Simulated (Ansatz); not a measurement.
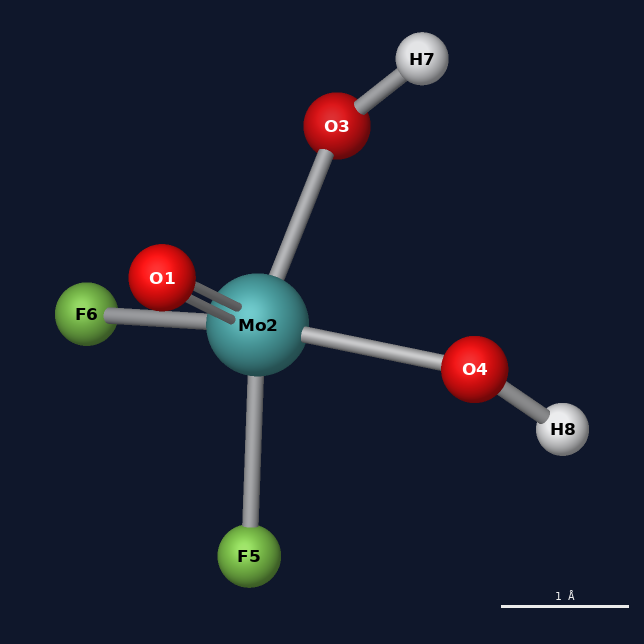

Atoms carry their numbers in the input. The species is neutral and a spin singlet. Computed geometry: PBE0-D4/def2-TZVP optimisation.

What are the angles O1–Mo2–O3, O1–Mo2–O4, O1–Mo2–F5, O1–Mo2–F6, O3–Mo2–O4, O3–Mo2–F5, O3–Mo2–F6, O4–Mo2–F5, O4–Mo2–F6, F5–Mo2–F6, Mo2–O3–H7, Mo2–O4–H8?

| angle | degrees |
| --- | --- |
| O1–Mo2–O3 | 109.5 |
| O1–Mo2–O4 | 98.9 |
| O1–Mo2–F5 | 112.4 |
| O1–Mo2–F6 | 104.0 |
| O3–Mo2–O4 | 90.3 |
| O3–Mo2–F5 | 138.0 |
| O3–Mo2–F6 | 85.0 |
| O4–Mo2–F5 | 85.5 |
| O4–Mo2–F6 | 156.9 |
| F5–Mo2–F6 | 83.0 |
| Mo2–O3–H7 | 119.9 |
| Mo2–O4–H8 | 125.3 |
